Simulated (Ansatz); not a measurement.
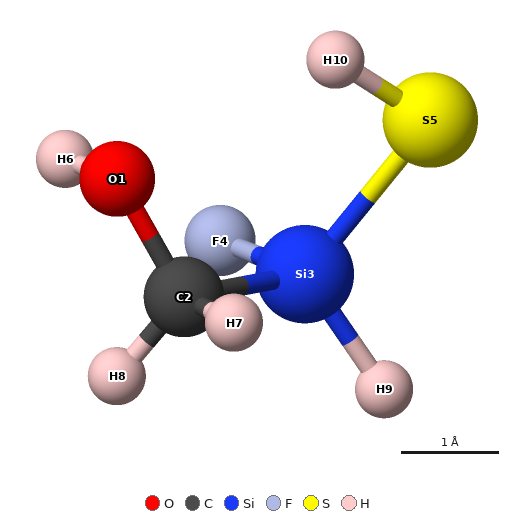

*The input geometry (ball-and-stick view, seen at a tilt; atoms are numbered from 1 in the order of the input).*

Single-point calculation of CH$_{5}$FOSSi

CH$_{5}$FOSSi, computed with RKS r2SCAN-D4/def2-TZVPP (Ansatz 0.2.0).

The geometry comes from this level: PBE0-D4/def2-TZVP. Figures and captions count atoms from 1; the log counts them from 0 in places.

### The program's output
```
Functional definition: r2SCAN
  name "r2SCAN"
  cite "Furness, Kaplan, Ning, Perdew & Sun, J. Phys. Chem. Lett. 11, 8208 (2020) doi:10.1021/acs.jpclett.0c02405"
  cite "Furness, Kaplan, Ning, Perdew & Sun, J. Phys. Chem. Lett. 11, 9248 (2020) doi:10.1021/acs.jpclett.0c03077"
  parent r2scan
  parameter k0 = 0.174
  parameter k1 = 0.065
  parameter a1 = 4.9479
  exchange = r2scan_x(k0 = k0, k1 = k1, a1 = a1)
  correlation = r2scan_c
1354 factors; their error is unknown
mean field evaluation 1: about -24589.5790 eV, gradient 6.4e1 eV
mean field evaluation 2: about -24573.7437 eV, gradient 1.1e2 eV
mean field evaluation 4: about -24596.8944 eV, gradient 6.4e0 eV
mean field evaluation 8: about -24596.9674 eV, gradient 2.4e-1 eV
mean field evaluation 16: about -24596.9372 eV, gradient 7.5e-4 eV
mean field -24596.93719714 eV, -903.9207695921 hartree, gradient 6.1e-5 eV, S^2 0.000000; 0 other end points of the search recorded, 0 dependent functions left out
the calculation of the forces begins
reference -24596.93720823 eV, -903.9207699995 hartree; 29, 29 occupied and 218, 218 virtual orbitals, 1354 factors
Total energy: -24596.99316891 eV, -903.9228265167 hartree
Atom 0 at     0.165600     1.124765     1.232450 Å, force    -0.091518     0.327183     0.109584 eV/Å
Atom 1 at     0.746333    -0.070860     0.718866 Å, force     0.149408    -0.313094    -0.149215 eV/Å
Atom 2 at    -0.295062    -0.747149    -0.693035 Å, force     0.030488    -0.045869    -0.019145 eV/Å
Atom 3 at    -1.705188    -1.132881    -0.026874 Å, force    -0.038056    -0.003301     0.033897 eV/Å
Atom 4 at    -0.530828     0.751831    -2.164665 Å, force    -0.006591     0.029715    -0.057881 eV/Å
Atom 5 at    -0.671945     0.899575     1.647282 Å, force    -0.045579    -0.025740     0.010405 eV/Å
Atom 6 at     1.741337     0.195466     0.353869 Å, force    -0.002234     0.010074     0.029134 eV/Å
Atom 7 at     0.887338    -0.823398     1.506561 Å, force     0.011840    -0.002107     0.019151 eV/Å
Atom 8 at     0.233558    -1.967310    -1.344898 Å, force    -0.006062     0.019547     0.009185 eV/Å
Atom 9 at    -0.488045     1.718759    -1.226557 Å, force    -0.001696     0.003592     0.014885 eV/Å
Dipole moment:     0.170970    -0.110379     0.245666 e Å
```

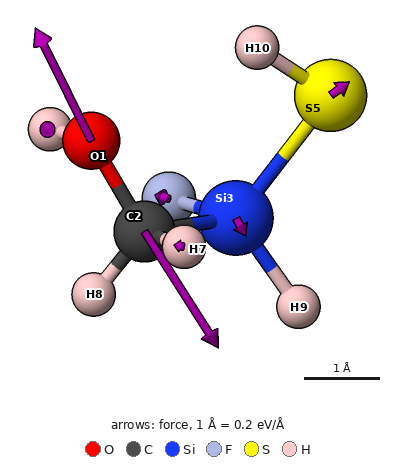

*Forces on the atoms as pink arrows (ball-and-stick view, seen at a tilt; atoms are numbered from 1 in the order of the input); the smallest are left out.*

The largest act on C2 (0.38 eV/Å); O1 (0.36 eV/Å). The geometry is not a stationary point of this energy.

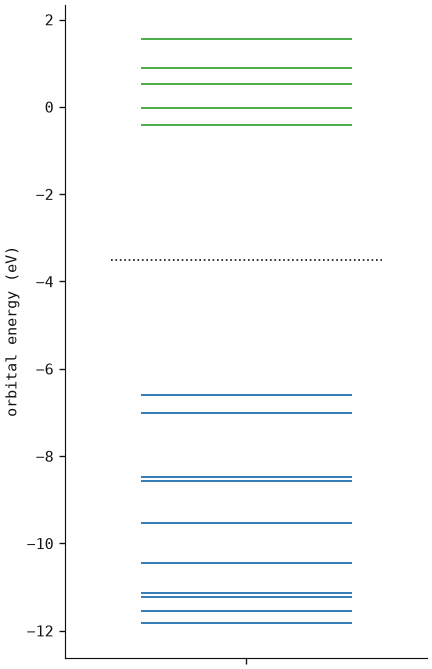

*Orbital energies near the frontier; the dotted line parts filled from empty levels, and levels within 0.02 eV of each other stand side by side.*

Highest filled −6.60 eV, lowest empty −0.42 eV, 6.18 eV apart.

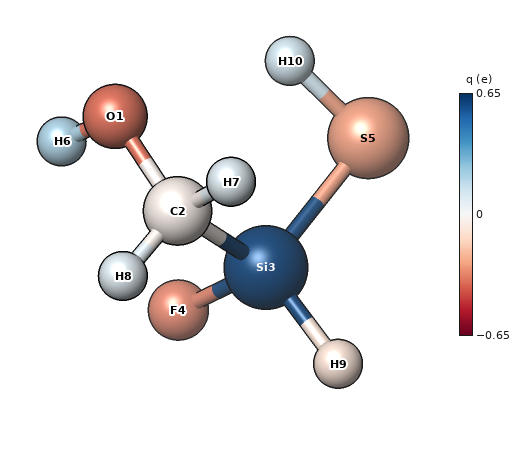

*Mulliken charges, as the colour of each atom (ball-and-stick view, seen at a tilt; atoms are numbered from 1 in the order of the input).*

By element: O −0.36, C −0.04, Si +0.62, F −0.33, S −0.28 and H −0.09 to +0.21 e.

This output came from the following input.

### The input
```yaml
crystal:
  periodic: [false, false, false]
  atoms:
    - {symbol: O, position_ang: [0.165600, 1.124765, 1.232450]}
    - {symbol: C, position_ang: [0.746333, -0.070860, 0.718866]}
    - {symbol: Si, position_ang: [-0.295062, -0.747149, -0.693035]}
    - {symbol: F, position_ang: [-1.705188, -1.132881, -0.026874]}
    - {symbol: S, position_ang: [-0.530828, 0.751831, -2.164665]}
    - {symbol: H, position_ang: [-0.671945, 0.899575, 1.647282]}
    - {symbol: H, position_ang: [1.741337, 0.195466, 0.353869]}
    - {symbol: H, position_ang: [0.887338, -0.823398, 1.506561]}
    - {symbol: H, position_ang: [0.233558, -1.967310, -1.344898]}
    - {symbol: H, position_ang: [-0.488045, 1.718759, -1.226557]}
basis:
  gaussian: {orbitals: def2-TZVPP}
hamiltonian: {xc: r2scan, dispersion: d4}
output: {forces: true, orbitals: {seedname: orbitals}}
```

Launch command:
```bash
ansatz run in.yaml --threads 4 --pin off --events-out ev --progress --plain --max-ram 10444MiB
```

### Key numbers

| quantity | value |
| --- | --- |
| outcome | converged |
| total energy | −24596.9932 eV |
| mean-field energy | −24596.9372 eV |
| dispersion energy | −0.0560 eV |
| SCF solution under orbital rotations | stable |
| HOMO | −6.60 eV |
| LUMO | −0.42 eV |
| largest force (length of the vector) | 0.378 eV/Å |
| dipole moment | 1.53 D |
| hardware | 4 threads of Arm Neoverse V2, 23 GiB of memory available, shared host |
| wall time | 4.6 s (CPU time 17 s) |
| peak memory | 0.36 GiB |
